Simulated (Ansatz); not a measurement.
# Work function of Sr(100): what the settings cost and change

Aim: the work function of Sr(100) against thickness and vacuum, with the cost.

Program: Ansatz 0.2.0. Level of theory: plane-wave DFT, PBE, Ansatz PAW. Results are calculated unless marked as measured.

### 1. The starting structure

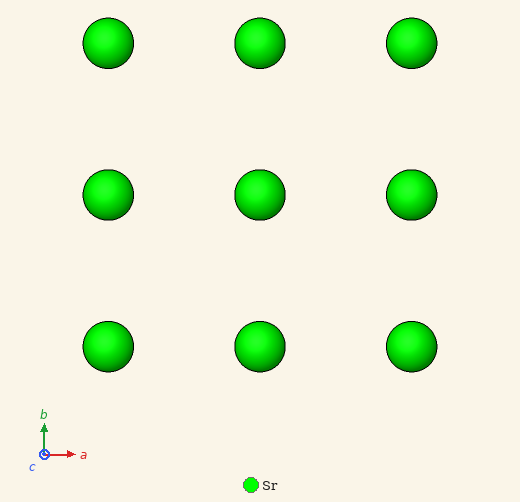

The starting structure, seen from above (strontium green). 3×3×1 cells are drawn.

The cell holds 1 atom: 1 Sr. Its edges and angles: a = 4.299 Å, b = 4.299 Å, c = 18.000 Å, α = 90.0°, β = 90.0°, γ = 90.0°. Vacuum lies along c.

Structure file:

```cif
data_structure
_symmetry_space_group_name_H-M 'P 1'
_symmetry_Int_Tables_number 1
_cell_length_a 4.2992
_cell_length_b 4.2992
_cell_length_c 18.0000
_cell_angle_alpha 90.000
_cell_angle_beta 90.000
_cell_angle_gamma 90.000
_cell_volume 332.70
loop_
_atom_site_label
_atom_site_type_symbol
_atom_site_fract_x
_atom_site_fract_y
_atom_site_fract_z
_atom_site_occupancy
Sr1 Sr 0.50000 0.50000 0.50000 1
```

### 2. Slab, setting 1 layer

A work function rests on the faint tail of the density, so the SCF threshold is tight. The slab grows from one layer, at fixed mesh and 18 Å of vacuum; then the vacuum is varied on one slab.

input.yaml

```yaml
crystal:
  lattice:
    - [4.2992092296, 0.0, 0.0]
    - [0.0, 4.2992092296, 0.0]
    - [0.0, 0.0, 18.0]
  atoms:
    - { symbol: Sr, position: [0.5, 0.5, 0.5] }
kpoints:
  mp_grid: { grid: [10, 10, 1] }
hamiltonian:
  xc: pbe
scf:
  occupations: { method: fermi_dirac, width: 0.1 }
  convergence: { dr2_threshold: 1.0e-09 }
efield:
  axis: 3
  dipole_correction: true
  ramp_position: 0.97
  ramp_width: 0.06
output:
  write_potential: true
  write_density: true
  volumetric_format: npy
  elf: true
```

The run is started by

```sh
$ ansatz run input.yaml --threads 2 --pin off --max-ram 3072MiB --backend cpu --events-out ev --progress --plain --runs-dir out
```

Numbers of over 12 decimals in the logs are rounded to 6 here.

The program printed:

```text
Engine: ansatz 0.2.0, aarch64-unknown-linux-gnu
Pseudopotentials: kind: paw
Pseudopotential: Sr, paw, valence charge 10, recommended cutoff 420 eV (normal), Sr.paw.azcp
Functional definition: PBE
  parameter kappa = 0.804
  parameter beta = 0.066725
  exchange = pbe_x(kappa = kappa, mu = beta*pi^2/3)
  correlation = pbe_c(beta = beta)
Crystal: 1 atoms, lattice volume = 332.698 Å³
Basis set: ecut = 420 eV, 6477 PW (Γ)
Bands: 9, of which v1, the nominal top of the filled ones, is band 5 counted from 1 (4 counted from 0)
Symmetry: 8 space group operations
k-points: 21 of 100
Non-local potential: Sr, projectors of the file, l = 0: 3, l = 1: 2, l = 2: 2
PAW form: soft (Blöchl's): semilocal exchange-correlation on the pseudo side does not see the compensation charge
PAW one-centre angular grid: Sr, 110 points (default); XC on 64 Gauss nodes
Initial density: superposition of atomic densities (neutral atoms: chi_scale 0, normalization atom), corrected by the library's trained network
Initial wavefunctions: pseudopotential atomic-orbital guess
Functional: x = pbe(κ = 0.804, μ = 0.219515), c = pbe(β = 0.066725)
SCF iter   1: F=—  HF=-3543.330466 eV  |F-HF|=—  |Δ(HF+E_count)|=         —  Δρ=1.02e-3  dr2=8.45e-3  ethr=1.77e-3  p=-0.000 e·Å  D=-9.28e-17 V/Å  ΔV_dip=0.00 eV  dr2_dipole=4.16e-10  V_vac-E_F(+/−)=2.62/2.62 eV  ⟨swp⟩=10.8  Hψ=2101  notcnv=0
efield: sawtooth ramp at fractional position 0.9700 (set: `efield.ramp_position`, or a place that a band, a saddle search or an elastic batch's reference lends), width 0.0600; the density the first Hamiltonian is built on has a dipole p = -0.000 e·Å; the dipole correction subtracts the counter field D = -9.28e-17 V/Å, which shifts the + side's vacuum level by +0.00 eV against the − side's; the planar-averaged density in the ramp window peaks in size at 3.0e-6 e/Å³
preconditioner: auto → LDOS  [metal: Δε(μ)=0.026 eV  Ē_g=2.322 eV  σ=0.100 eV  W_gap=0.06  n_scr=20 (ndim 8)  ℏωp=2.9 eV  f_vac=0.644  D(μ)=1.58/eV (n_scr^D=4)  β→1.0]
SCF iter   2: F=—  HF=-3543.331522 eV  |F-HF|=—  |Δ(HF+E_count)|=   1.06e-3  Δρ=4.14e-4  dr2=1.61e-3  ethr=8.45e-5  p=-0.000 e·Å  D=-2.18e-6 V/Å  ΔV_dip=0.00 eV  dr2_dipole=1.96e-9  V_vac-E_F(+/−)=2.56/2.56 eV  ⟨swp⟩=2.4  Hψ=464  notcnv=0
SCF iter   3: F=—  HF=-3543.331749 eV  |F-HF|=—  |Δ(HF+E_count)|=   2.27e-4  Δρ=1.67e-4  dr2=1.29e-4  ethr=1.61e-5  p=0.000 e·Å  D=4.07e-6 V/Å  ΔV_dip=-0.00 eV  dr2_dipole=4.62e-9  V_vac-E_F(+/−)=2.52/2.52 eV  ⟨swp⟩=1.9  Hψ=223  notcnv=0
SCF iter   4: F=—  HF=-3543.331812 eV  |F-HF|=—  |Δ(HF+E_count)|=   6.24e-5  Δρ=3.66e-5  dr2=6.09e-6  ethr=1.29e-6  p=-0.000 e·Å  D=-2.35e-6 V/Å  ΔV_dip=0.00 eV  dr2_dipole=2.15e-9  V_vac-E_F(+/−)=2.51/2.51 eV  ⟨swp⟩=2.2  Hψ=262  notcnv=0
SCF iter   5: F=—  HF=-3543.331819 eV  |F-HF|=—  |Δ(HF+E_count)|=   7.70e-6  Δρ=8.12e-6  dr2=2.63e-7  ethr=6.09e-8  p=0.000 e·Å  D=2.59e-6 V/Å  ΔV_dip=-0.00 eV  dr2_dipole=3.11e-9  V_vac-E_F(+/−)=2.51/2.51 eV  ⟨swp⟩=2.2  Hψ=307  notcnv=0
SCF iter   6: F=—  HF=-3543.331767 eV  |F-HF|=—  |Δ(HF+E_count)|=   5.21e-5  Δρ=3.35e-6  dr2=6.11e-8  ethr=2.63e-9  p=-0.000 e·Å  D=-2.85e-6 V/Å  ΔV_dip=0.00 eV  dr2_dipole=3.64e-9  V_vac-E_F(+/−)=2.51/2.51 eV  ⟨swp⟩=2.0  Hψ=311  notcnv=0
SCF iter   7: F=—  HF=-3543.331767 eV  |F-HF|=—  |Δ(HF+E_count)|=   7.12e-9  Δρ=7.57e-7  dr2=5.78e-9  ethr=6.11e-10  p=0.000 e·Å  D=6.71e-7 V/Å  ΔV_dip=-0.00 eV  dr2_dipole=1.88e-10  V_vac-E_F(+/−)=2.51/2.51 eV  ⟨swp⟩=2.0  Hψ=286  notcnv=0
SCF iter   8: F=-3543.331767 eV  HF=-3543.331767 eV  |F-HF|=3.33e-10  |Δ(HF+E_count)|=   4.42e-9  Δρ=2.54e-7  dr2=4.30e-10  ethr=1.00e-11  p=-0.000 e·Å  D=-2.15e-7 V/Å  ΔV_dip=0.00 eV  dr2_dipole=2.02e-11  V_vac-E_F(+/−)=2.51/2.51 eV  ⟨swp⟩=4.8  Hψ=775  notcnv=0
SCF 1 converged in 8 iterations: F = -3543.331767 eV  dr2 = 4.30e-10
  greatest PAW one-centre occupation: 0.988 electrons in one spin orbital (limit 2), on the Sr atom at site 0 (counted from 0), in its partial waves of l = 0
WARN: The output density's exchange-correlation potential varies sharply where the density is thin. Do not read a vacuum level from v_tot or v_xc, or from such a field of the output density. On a cell that repeats whose density bears no net charge and no dipole along the vacuum's axis use v_es (v_loc + v_h of the components); under efield.dipole_correction with no amplitude use v_es + v_field, which holds any externa [...]
SCF converged after 8 iterations
Free energy (F): -3543.331767 eV
Harris-Foulkes:  -3543.331767 eV  (|F-HF|=3.33e-10)
Internal energy: -3543.276195 eV  (E = F + TS)
E sigma→0 (E₀):  -3543.303981 eV
Entropy (-TS):   -0.055572 eV (-55.572 meV/atom)
Fermi energy:    -1.097977 eV
Dipole field:    D = 0.000004 V/Å  (p = 0.000008 e·Å, saw-weighted, corrected)
Work function:   Φ+ = 2.5095 eV   Φ− = 2.5096 eV
Levels:          The Fermi level and band energies are counted from a zero that moves with the ramp; work functions are not
--- Per-component energies (eV) ---
  E_band       = -206.370570
  E_kinetic    = 238.723862
  E_local      = -1953.577710  (includes V_loc(G=0)·N_el)
  E_nonlocal   = 203.362978
  E_hartree    = 751.462283
  E_xc         = -169.569989
  E_vxc        = -157.018621  (∫ρ·V_xc dr)
  E_paw        = -2694.759021  (= ΣΔE_a)
  E_vpaw       = -40.786062  (= ΣTr[D̂ρ^β])
  E_aug_tail   = -0.000001  (compensation charges beyond the density's cutoff)
  E_efield     = 0.000000  (sawtooth field / dipole correction)
  E_vefield    = 0.000000  (∫n·V_field dr)
  E_ewald      = 81.081404
  E_smearing   = -0.055572  (= −TS)
  E_closure    = -0.000000  (closes the sum)
  Σ components = -3543.331767   (vs F -3543.331767, Δ=0.00e0)
--- Band table (eV; the first three rows and the last of 21) ---
  k-point 0: bands = ["-38.7884", "-20.8494", "-20.6328", "-20.6328", "-3.6372", "-0.9615", "-0.4419", "-0.2621", "1.2275"]
  k-point 1: bands = ["-38.7880", "-20.8486", "-20.6414", "-20.6321", "-3.5340", "-0.9235", "-0.4069", "-0.2000", "1.2979"]
  k-point 2: bands = ["-38.7870", "-20.8465", "-20.6638", "-20.6303", "-3.2357", "-0.8229", "-0.3476", "-0.0292", "1.1861"]
  k-point 20: bands = ["-38.7806", "-20.8330", "-20.7122", "-20.7122", "-1.1083", "0.1122", "0.1122", "0.4543", "0.7950"]
```

Run time: 11 s. Hardware: 2 threads of Arm Neoverse N1, shared host; peak memory 0.46 GiB; 20 s of CPU time.

Numbers from this step:

```yaml
energy_at_zero_smearing: -3543.3040 eV
work_function_upper_face: 2.510 eV
```

Running mean over 3.04 Å of the planar mean; the ramp of the sawtooth is left out. The electron's electrostatic potential energy less the Fermi level by z:

```tsv
z (Å)	electron's electrostatic potential energy less the Fermi level (eV)
3	2.51
4	2.50
5	2.46
6	2.21
7	0.855
8	-3.28
9	-4.32
10	-3.28
11	0.855
12	2.21
13	2.46
14	2.50
15	2.51
```

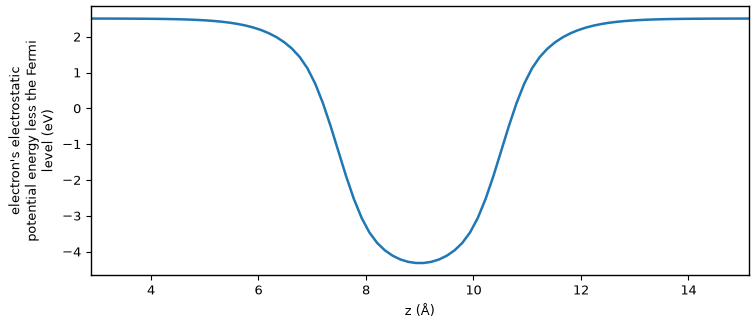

Electron's electrostatic potential energy less the Fermi level, plotted against z.

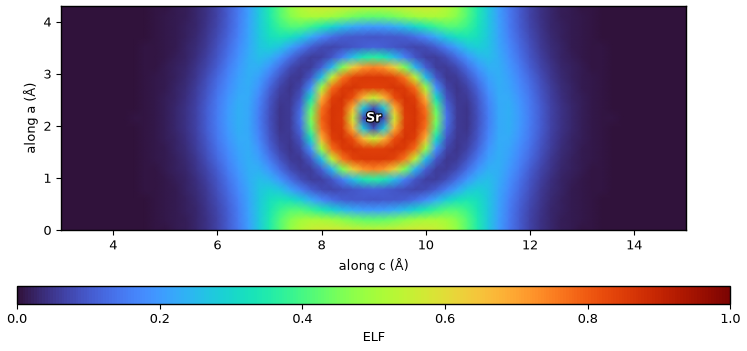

ELF in the ca plane at fractional y = 0.500, with atoms of Sr within 0.2 Å of it. It is the smooth field of the valence electrons, not physical close to the nuclei. The far vacuum is left out of the map.

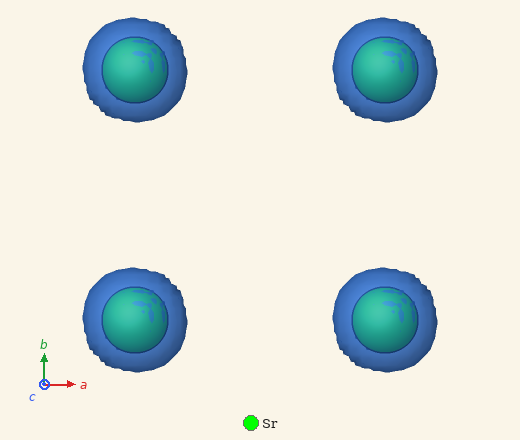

Surface of ELF = 0.79. 2×2×1 cells are drawn.

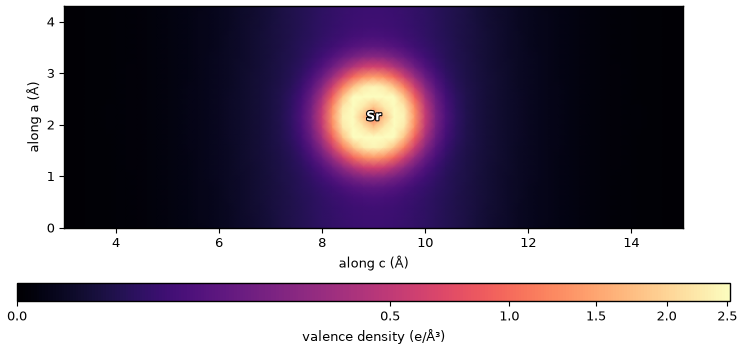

Valence density in the ca plane at fractional y = 0.500, with atoms of Sr within 0.2 Å of it. It is the smooth field of the valence electrons, not physical close to the nuclei. The colour scale is stretched toward low values. The far vacuum is left out of the map.

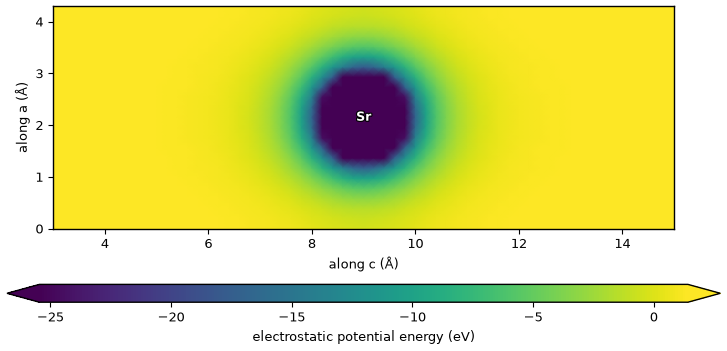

Electrostatic potential energy in the ca plane at fractional y = 0.500, with atoms of Sr within 0.2 Å of it. With pseudopotentials it is smooth inside the atoms' cores, unlike the true potential. The far vacuum is left out of the map.

The work function is 2.510 eV.

### 3. Slab, 2 atoms

System of this step: Sr(100). The cell holds 2 atoms: 2 Sr. Cell: a = 4.299 Å, b = 4.299 Å, c = 21.040 Å, α = 90.0°, β = 90.0°, γ = 90.0°. Vacuum lies along c.

input.yaml, the sections that differ from step 2:

```yaml
crystal:
  lattice:
    - [4.2992092296, 0.0, 0.0]
    - [0.0, 4.2992092296, 0.0]
    - [0.0, 0.0, 21.04]
  atoms:
    - { symbol: Sr, position: [0.5, 0.5, 0.427756654] }
    - { symbol: Sr, position: [0.0, 0.0, 0.572243346] }
output:
  write_potential: true
  write_density: true
  volumetric_format: npy
# kpoints, hamiltonian, scf, efield: as in step 2
```

The program printed:

```text
[...]
Crystal: 2 atoms, lattice volume = 388.887 Å³
Basis set: ecut = 420 eV, 7551 PW (Γ)
Bands: 14, of which v1, the nominal top of the filled ones, is band 10 counted from 1 (9 counted from 0)
Symmetry: 8 space group operations
k-points: 21 of 100
[...]
k-point 0: bands = [... 6 lower, -19.1883, -19.1883, -3.3182, -1.8775, 0.0842, 0.3179, 0.3932, 1.2320]
  k-point 1: bands = [... 6 lower, -19.1973, -19.1883, -3.2172, -1.7817, 0.1178, 0.3238, 0.4458, 1.2532]
  k-point 2: bands = [... 6 lower, -19.2141, -19.1886, -2.9243, -1.5113, 0.2029, 0.2622, 0.6072, 1.2754]
  k-point 20: bands = [... 6 lower, -19.2619, -19.2619, -0.4140, -0.4140, 0.2165, 0.2165, 1.5040, 1.5040]
[key lines of the parts left out:]
SCF converged after 8 iterations
Free energy (F): -7087.691074 eV
Fermi energy:    -0.241191 eV
Dipole field:    D = 0.000006 V/Å  (p = 0.000013 e·Å, saw-weighted, corrected)
Work function:   Φ+ = 2.5069 eV   Φ− = 2.5070 eV
```

It took 16 s on 2 threads; peak memory 0.47 GiB.

The work function is 2.507 eV, -0.003 eV from the run “1 layer”, at 1.4 times its CPU time.

### 4. Slab, 3 atoms

System of this step: Sr(100). The cell holds 3 atoms: 3 Sr. Its edges and angles: a = 4.299 Å, b = 4.299 Å, c = 24.080 Å, α = 90.0°, β = 90.0°, γ = 90.0°. Vacuum lies along c.

input.yaml, the sections that differ from step 3:

```yaml
crystal:
  lattice:
    - [4.2992092296, 0.0, 0.0]
    - [0.0, 4.2992092296, 0.0]
    - [0.0, 0.0, 24.08]
  atoms:
    - { symbol: Sr, position: [0.0, 0.0, 0.3737541528] }
    - { symbol: Sr, position: [0.5, 0.5, 0.5] }
    - { symbol: Sr, position: [0.0, 0.0, 0.6262458472] }
# kpoints, hamiltonian, scf, efield, output: as in step 3
```

The program printed:

```text
[...]
Crystal: 3 atoms, lattice volume = 445.075 Å³
Basis set: ecut = 420 eV, 8665 PW (Γ)
Bands: 19, of which v1, the nominal top of the filled ones, is band 15 counted from 1 (14 counted from 0)
Symmetry: 8 space group operations
k-points: 21 of 100
[...]
k-point 1: bands = [... 11 lower, -18.0435, -2.7960, -1.9568, -0.7535, 0.8228, 0.8877, 0.9708, 1.3030, ... 4 higher]
  k-point 2: bands = [... 11 lower, -18.0417, -2.4992, -1.6823, -0.4992, 0.8113, 0.8960, 1.1258, 1.2434, ... 4 higher]
  k-point 20: bands = [... 11 lower, -18.0889, 0.0336, 0.0859, 0.4419, 0.8122, 0.8122, 1.0874, 1.0874, ... 4 higher]
[key lines of the parts left out:]
SCF converged after 9 iterations
Free energy (F): -10631.928415 eV
Fermi energy:    0.382216 eV
Dipole field:    D = -0.000001 V/Å  (p = -0.000003 e·Å, saw-weighted, corrected)
Work function:   Φ+ = 2.5497 eV   Φ− = 2.5496 eV
```

Run time: 32 s. Hardware: 2 threads; peak memory 0.59 GiB; 55 s of CPU time.

The work function is 2.550 eV, +0.043 eV from the run “2 layers”, at 2.0 times its CPU time.

### 5. Slab, 4 atoms

System of this step: Sr(100). The cell holds 4 atoms: 4 Sr. Cell: a = 4.299 Å, b = 4.299 Å, c = 27.120 Å, α = 90.0°, β = 90.0°, γ = 90.0°. Vacuum lies along c.

input.yaml, the sections that differ from step 4:

```yaml
crystal:
  lattice:
    - [4.2992092296, 0.0, 0.0]
    - [0.0, 4.2992092296, 0.0]
    - [0.0, 0.0, 27.12]
  atoms:
    - { symbol: Sr, position: [0.5, 0.5, 0.3318584071] }
    - { symbol: Sr, position: [0.0, 0.0, 0.4439528024] }
    - { symbol: Sr, position: [0.5, 0.5, 0.5560471976] }
    - { symbol: Sr, position: [0.0, 0.0, 0.6681415929] }
# kpoints, hamiltonian, scf, efield, output: as in step 4
```

The program printed:

```text
[...]
Crystal: 4 atoms, lattice volume = 501.264 Å³
Basis set: ecut = 420 eV, 9763 PW (Γ)
Bands: 24, of which v1, the nominal top of the filled ones, is band 20 counted from 1 (19 counted from 0)
Symmetry: 8 space group operations
k-points: 21 of 100
[...]
k-point 1: bands = [... 16 lower, -2.3963, -1.8489, -0.9647, -0.0418, 1.3577, 1.3615, 1.4309, 1.6088, ... 4 higher]
  k-point 2: bands = [... 16 lower, -2.0966, -1.5683, -0.7059, 0.2085, 1.2744, 1.4354, 1.5339, 1.5769, ... 4 higher]
  k-point 20: bands = [... 16 lower, 0.4751, 0.4751, 0.8582, 0.8582, 1.3017, 1.3017, 1.4281, 1.4281, ... 4 higher]
[key lines of the parts left out:]
SCF converged after 10 iterations
Free energy (F): -14176.169495 eV
Fermi energy:    0.887946 eV
Dipole field:    D = 0.000004 V/Å  (p = 0.000011 e·Å, saw-weighted, corrected)
Work function:   Φ+ = 2.5542 eV   Φ− = 2.5543 eV
```

Wall time 45 s (2 threads); peak memory 0.68 GiB; 79 s of CPU time.

The work function is 2.554 eV, +0.005 eV from the run “3 layers”, at 1.4 times its CPU time.

### 6. Slab, 5 atoms

System of this step: Sr(100). The cell holds 5 atoms: 5 Sr. Cell: a = 4.299 Å, b = 4.299 Å, c = 30.160 Å, α = 90.0°, β = 90.0°, γ = 90.0°. Vacuum lies along c.

input.yaml, the sections that differ from step 5:

```yaml
crystal:
  lattice:
    - [4.2992092296, 0.0, 0.0]
    - [0.0, 4.2992092296, 0.0]
    - [0.0, 0.0, 30.16]
  atoms:
    - { symbol: Sr, position: [0.0, 0.0, 0.2984084881] }
    - { symbol: Sr, position: [0.5, 0.5, 0.399204244] }
    - { symbol: Sr, position: [0.0, 0.0, 0.5] }
    - { symbol: Sr, position: [0.5, 0.5, 0.600795756] }
    - { symbol: Sr, position: [0.0, 0.0, 0.7015915119] }
# kpoints, hamiltonian, scf, efield, output: as in step 5
```

The program printed:

```text
[...]
Crystal: 5 atoms, lattice volume = 557.453 Å³
Basis set: ecut = 420 eV, 10829 PW (Γ)
Bands: 30, of which v1, the nominal top of the filled ones, is band 25 counted from 1 (24 counted from 0)
Symmetry: 8 space group operations
k-points: 21 of 100
[...]
k-point 0: bands = [... 21 lower, -1.7588, -1.1219, -0.3170, 0.3954, 1.7410, 1.7503, 1.7687, 1.9175, ... 6 higher]
  k-point 1: bands = [... 21 lower, -1.6597, -1.0283, -0.2275, 0.4858, 1.7442, 1.7833, 1.8147, 1.9208, ... 6 higher]
  k-point 2: bands = [... 21 lower, -1.3734, -0.7622, 0.0213, 0.7366, 1.6599, 1.8321, 1.8686, 1.9516, ... 6 higher]
  k-point 20: bands = [... 21 lower, 0.8397, 1.1153, 1.1622, 1.3659, 1.7001, 1.7001, 1.7750, 1.7750, ... 6 higher]
[key lines of the parts left out:]
SCF converged after 10 iterations
Free energy (F): -17720.411305 eV
Fermi energy:    1.291331 eV
Dipole field:    D = -0.000000 V/Å  (p = -0.000001 e·Å, saw-weighted, corrected)
Work function:   Φ+ = 2.5552 eV   Φ− = 2.5552 eV
```

Run time: 65 s. Hardware: 2 threads; peak memory 0.82 GiB; 1.9 min of CPU time.

The work function is 2.555 eV, +0.001 eV from the run “4 layers”, at 1.4 times its CPU time.

### 7. Slab, 6 atoms

System of this step: Sr(100). The cell holds 6 atoms: 6 Sr. Cell: a = 4.299 Å, b = 4.299 Å, c = 33.200 Å, α = 90.0°, β = 90.0°, γ = 90.0°. Vacuum lies along c.

input.yaml, the sections that differ from step 6:

```yaml
crystal:
  lattice:
    - [4.2992092296, 0.0, 0.0]
    - [0.0, 4.2992092296, 0.0]
    - [0.0, 0.0, 33.2]
  atoms:
    - { symbol: Sr, position: [0.5, 0.5, 0.2710843373] }
    - { symbol: Sr, position: [0.0, 0.0, 0.3626506024] }
    - { symbol: Sr, position: [0.5, 0.5, 0.4542168675] }
    - { symbol: Sr, position: [0.0, 0.0, 0.5457831325] }
    - { symbol: Sr, position: [0.5, 0.5, 0.6373493976] }
    - { symbol: Sr, position: [0.0, 0.0, 0.7289156627] }
# kpoints, hamiltonian, scf, efield, output: as in step 6
```

The program printed:

```text
[...]
Crystal: 6 atoms, lattice volume = 613.642 Å³
Basis set: ecut = 420 eV, 11911 PW (Γ)
Bands: 36, of which v1, the nominal top of the filled ones, is band 30 counted from 1 (29 counted from 0)
Symmetry: 8 space group operations
k-points: 21 of 100
[...]
k-point 0: bands = [... 26 lower, -1.0872, -0.4491, 0.2431, 0.8038, 2.0592, 2.0865, 2.0936, 2.1927, ... 8 higher]
  k-point 1: bands = [... 26 lower, -0.9918, -0.3585, 0.3314, 0.8947, 2.0640, 2.1197, 2.1369, 2.1984, ... 8 higher]
  k-point 2: bands = [... 26 lower, -0.7186, -0.1038, 0.5751, 1.1473, 1.9813, 2.1058, 2.2111, 2.2655, ... 8 higher]
  k-point 20: bands = [... 26 lower, 1.3733, 1.3733, 1.6493, 1.6493, 2.0270, 2.0270, 2.0780, 2.0780, ... 8 higher]
[key lines of the parts left out:]
SCF converged after 10 iterations
Free energy (F): -21264.653027 eV
Fermi energy:    1.623317 eV
Dipole field:    D = 0.000003 V/Å  (p = 0.000010 e·Å, saw-weighted, corrected)
Work function:   Φ+ = 2.5529 eV   Φ− = 2.5531 eV
```

Elapsed: 90 s, on 2 threads; peak memory 0.95 GiB.

The work function is 2.553 eV, -0.002 eV from the run “5 layers”, at 1.4 times its CPU time.

[end of part 1 of 2]

[Logs are printed without paths, hosts, clocks, repeated set-up lines and the standing remarks that a program may print on its own settings, such as how far it seeks lower states.]

[Hosts, paths, dates, database ids (printed as entryN), source tags and the programs' standing remarks are cut or masked in the printed files.]

[Maps of the electrostatic potential energy from Ansatz leave out the sawtooth potential of an applied field or a dipole correction, so their vacuum need not be flat; planar profiles and work functions include it.]
